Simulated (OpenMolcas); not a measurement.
# Energy and gradient calculation of CCl$_{2}$FNSi (part 2 of 2)

The same run, continued: CCl$_{2}$FNSi, SMILES N#C[Si](F)(Cl)Cl; B3LYP/cc-pVDZ, RKS (OpenMolcas 26.06). The geometry comes from this level: PBE0-D4/def2-TZVP.

Geometry of the input (Å):
```
N  1.7526  -1.3610  1.1142
C  0.9231  -0.7633  0.5859
Si -0.3819  0.2103  -0.2494
F  -1.4715  -0.8019  -0.7588
Cl 0.4229  1.1771  -1.8125
Cl -1.2031  1.4747  1.0743
```

Log, continued
```
   1  -402.012447514 -1833.421916438  1016.772248902   0.00E+00    7.66E-01*   2.26E-01*    1.18E+01   2.64E+02   None         3.
   2  -398.740067846 -1860.022002133  1046.644714266   3.27E+00*   2.15E-01*   1.40E-01*    1.31E+01   2.68E+02   EDIIS        2.
   3  -402.594428100 -1845.588536972  1028.356888850  -3.85E+00*   2.31E-01*   7.88E-02*    5.85E+00   2.66E+02   EDIIS        2.
   4  -402.551760662 -1840.862639866  1023.673659182   4.27E-02*   1.17E-01*   4.57E-02*    2.71E+00   2.65E+02   EDIIS        3.
   5  -402.775087045 -1841.851889599  1024.439582533  -2.23E-01*   1.32E-01*   2.75E-02*    8.83E-01   2.65E+02   c2DIIS       2.
   6  -402.759670834 -1842.177050313  1024.780159457   1.54E-02*   7.06E-03*   1.56E-02*    1.10E+00   2.66E+02   c2DIIS       3.
   7  -402.789689677 -1842.579791975  1025.152882276  -3.00E-02*   1.73E-02*   4.29E-03*    1.75E-01   2.66E+02   QNRc2DIIS    2.
   8  -402.789584196 -1842.083876597  1024.657072380   1.05E-04*   9.93E-03*   6.16E-03*    1.48E-01   2.65E+02   QNRc2DIIS    2.
   9  -402.789907033 -1842.279769666  1024.852642611  -3.23E-04*   2.35E-03*   8.76E-04*    7.65E-02   2.66E+02   QNRc2DIIS    2.
  10  -402.789920461 -1842.302739307  1024.875598824  -1.34E-05*   6.35E-04*   3.12E-04*    1.46E-02   2.66E+02   QNRc2DIIS    2.
  11  -402.789921786 -1842.313797666  1024.886655859  -1.32E-06*   8.33E-05*   2.76E-05*    4.30E-03   2.66E+02   QNRc2DIIS    2.
  12  -402.789921801 -1842.314975786  1024.887833963  -1.53E-08*   2.20E-05*   7.03E-06*    7.13E-04   2.66E+02   QNRc2DIIS    2.
  13  -402.789921802 -1842.314801211  1024.887659387  -8.97E-10*   5.98E-06    2.74E-06*    2.44E-04   2.66E+02   QNRc2DIIS    2.
  14  -402.789921802 -1842.314717973  1024.887576149  -8.09E-11    1.63E-06    3.75E-07*    7.10E-05   2.66E+02   QNRc2DIIS    2.
  15  -402.789921802 -1842.314755682  1024.887613859  -2.73E-12    2.96E-07    8.15E-08     1.42E-05   2.66E+02   QNRc2DIIS    3.

       Convergence after  15 Iterations
--

 *****************************************************************************************************************************
 *                                             SCF/KS-DFT Program, Final results                                             *
 *                                                       Final Results                                                       *
 *****************************************************************************************************************************

::    Total KS-DFT energy                           -1402.7899218019
      One-electron energy                           -2842.3147556822
      Two-electron energy                            1024.8876138586
      Nuclear repulsion energy                        414.6372200218
      Kinetic energy (interpolated)                  1399.3259622542
      Virial theorem                                    1.0024754486
      Total spin, S(S+1)                                0.0000000000
      Total spin, S                                     0.0000000000
      Max non-diagonal density matrix element           0.0000001094
      Max non-diagonal Fock matrix element              0.0000000335

      All orbitals with orbital energies smaller than  E(LUMO)+0.5 are printed

++    Molecular orbitals:
      -------------------

      Title: RKS-DFT orbitals

      Molecular orbitals for symmetry species 1: a

          Orbital            1         2         3         4         5         6         7         8         9        10
          Energy         -101.5804 -101.5804  -66.3056  -24.7415  -14.3718  -10.2386   -9.5016   -9.5016   -7.2617   -7.2617
          Occ. No.          2.0000    2.0000    2.0000    2.0000    2.0000    2.0000    2.0000    2.0000    2.0000    2.0000

          Orbital           11        12        13        14        15        16        17        18        19        20
          Energy           -7.2552   -7.2552   -7.2551   -7.2551   -5.4411   -3.8014   -3.8005   -3.7990   -1.2475   -0.9402
          Occ. No.          2.0000    2.0000    2.0000    2.0000    2.0000    2.0000    2.0000    2.0000    2.0000    2.0000

          Orbital           21        22        23        24        25        26        27        28        29        30
          Energy           -0.8937   -0.8681   -0.6338   -0.5465   -0.5057   -0.5033   -0.4603   -0.4394   -0.3990   -0.3924
          Occ. No.          2.0000    2.0000    2.0000    2.0000    2.0000    2.0000    2.0000    2.0000    2.0000    2.0000

          Orbital           31        32        33        34        35        36        37        38        39        40
          Energy           -0.3859   -0.3797   -0.3678   -0.3646   -0.3577   -0.0504   -0.0437   -0.0048    0.0738    0.0953
          Occ. No.          2.0000    2.0000    2.0000    2.0000    2.0000    0.0000    0.0000    0.0000    0.0000    0.0000

          Orbital           41        42        43        44        45        46        47        48        49
          Energy            0.1201    0.1333    0.2080    0.2153    0.2798    0.3266    0.3447    0.3535    0.4082
          Occ. No.          0.0000    0.0000    0.0000    0.0000    0.0000    0.0000    0.0000    0.0000    0.0000

--

++    Molecular charges:
      ------------------

      Mulliken charges per centre and basis function type
      ---------------------------------------------------

                N1      C2      SI3     F4      CL5     CL6
      1s       3.6241  3.2533  4.8524  3.8981  5.9151  5.9151
      2px      1.2000  0.9593  2.5904  1.7493  3.8039  3.8008
      2pz      1.0822  0.9501  2.5979  1.8290  3.6036  3.6795
      2py      1.1028  0.9522  2.5791  1.7553  3.7820  3.7091
      3d2+     0.0104  0.0097  0.1181  0.0010  0.0017  0.0028
      3d1+     0.0084  0.0098  0.1448  0.0008  0.0059  0.0045
      3d0      0.0072  0.0071  0.1200  0.0006  0.0055  0.0037
      3d1-     0.0058  0.0066  0.1497  0.0007  0.0070  0.0077
      3d2-     0.0089  0.0110  0.1478  0.0015  0.0026  0.0041
      Total    7.0498  6.1591 13.3002  9.2361 17.1274 17.1273

      N-E     -0.0498 -0.1591  0.6998 -0.2361 -0.1274 -0.1273

      Total electronic charge=   70.000000

      Total            charge=   -0.000000
--

++    Molecular properties:
      ---------------------

      Charge (e):
                      =   -0.0000
      Dipole Moment (debye):
      Origin of the operator (angstrom)=   -0.2120    0.3860   -0.1719
                   X= -1.1215E+00               Y=  1.5213E+00               Z= -7.8720E-01           Total=  2.0474E+00
      Quadrupole Moment (debye*angstrom):
      Origin of the operator (angstrom)=   -0.2120    0.3860   -0.1719
                  XX= -5.7149E+01              XY=  2.6757E+00              XZ= -3.4692E+00              YY= -5.5621E+01
                  YZ=  1.9336E+00              ZZ= -5.3629E+01
      In traceless form (debye*angstrom)
                  XX= -2.5235E+00              XY=  4.0136E+00              XZ= -5.2038E+00              YY= -2.3210E-01
                  YZ=  2.9004E+00              ZZ=  2.7556E+00
--

--- Stop Module: scf /rc=_RC_ALL_IS_WELL_ ---
--- Module scf spent 40 seconds ---

--- Start Module: alaska ---

                                              &ALASKA

                       available to each process: 1.9 GB of memory, 1 thread

                     Threshold for contributions to the gradient: 1.000E-07

                    ********************************************
                    * Symmetry Adapted Cartesian Displacements *
                    ********************************************

           Irreducible representation : a
           Basis function(s) of irrep: x, y, xy, Rz, z, xz, Ry, yz, Rx, I

 Basis Label        Type   Center Phase
   1   N1           x         1     1
   2   N1           y         1     1
   3   N1           z         1     1
   4   C2           x         2     1
   5   C2           y         2     1
   6   C2           z         2     1
   7   SI3          x         3     1
   8   SI3          y         3     1
   9   SI3          z         3     1
  10   F4           x         4     1
  11   F4           y         4     1
  12   F4           z         4     1
  13   CL5          x         5     1
  14   CL5          y         5     1
  15   CL5          z         5     1
  16   CL6          x         6     1
  17   CL6          y         6     1
  18   CL6          z         6     1

                     No automatic utilization of translational and rotational invariance of the energy is employed.

 DFT contribution computed for a moving grid.

 Conventional ERI gradients!

 **************************************************
 *              Molecular gradients               *
 **************************************************

  Irreducible representation: a
 ------------------------------------------------------------------------------------------
                              X                       Y                       Z
 ------------------------------------------------------------------------------------------
  N1               -2.18607263013517E-02    1.58605728302703E-02   -1.39425397517599E-02
  C2                1.61265025404278E-02   -1.13926700903879E-02    1.02561955408187E-02
  SI3              -2.57922118606602E-02   -1.14721845309367E-02   -1.33047509859778E-02
  F4                3.05979302635997E-02    2.79597525841204E-02    1.43511951885795E-02
  CL5              -7.16906975174147E-03   -9.06844787818173E-03    1.48710326532040E-02
  CL6               8.09757510963216E-03   -1.18870229150545E-02   -1.22311326448674E-02
 ------------------------------------------------------------------------------------------

--- Stop Module: alaska /rc=_RC_ALL_IS_WELL_ ---
--- Module alaska spent 10 seconds ---

.##################.
.# Happy landing! #.
.##################.

    Timing: Wall=59.44 User=51.92 System=6.80
```

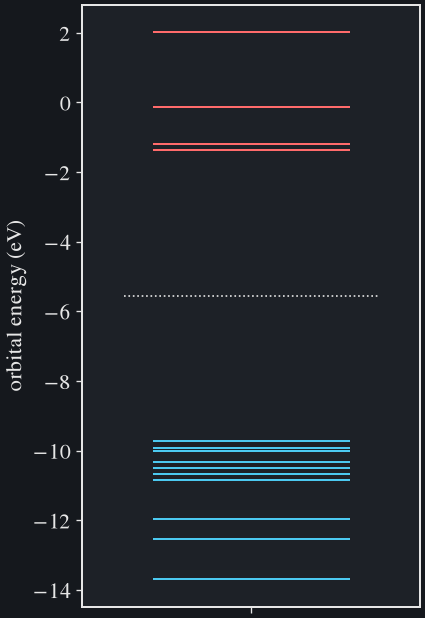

**Figure 1.** Orbital energies near the frontier; the dotted line parts filled from empty levels, and levels within 0.02 eV of each other stand side by side. Highest filled −9.73 eV, lowest empty −1.37 eV, 8.36 eV apart.

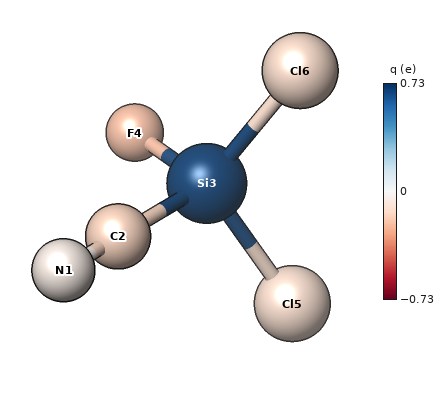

**Figure 2.** Mulliken charges, as the colour of each atom (ball-and-stick view, seen at a tilt; atoms are numbered from 1 in the order of the input). By element: N −0.05, C −0.16, Si +0.70, F −0.24 and Cl −0.13 e.

Results in brief

```json
{"quantity": "outcome", "value": "converged"}
{"quantity": "total energy", "value": "−1402.789922 hartree"}
{"quantity": "basis functions", "value": "96"}
{"quantity": "largest force", "value": "2.256 eV/Å"}
{"quantity": "HOMO", "value": "−9.73 eV"}
{"quantity": "LUMO", "value": "−1.37 eV"}
{"quantity": "dipole moment", "value": "2.05 debye"}
{"quantity": "wall time", "value": "60 s"}
{"quantity": "peak memory", "value": "0.53 GiB"}
```
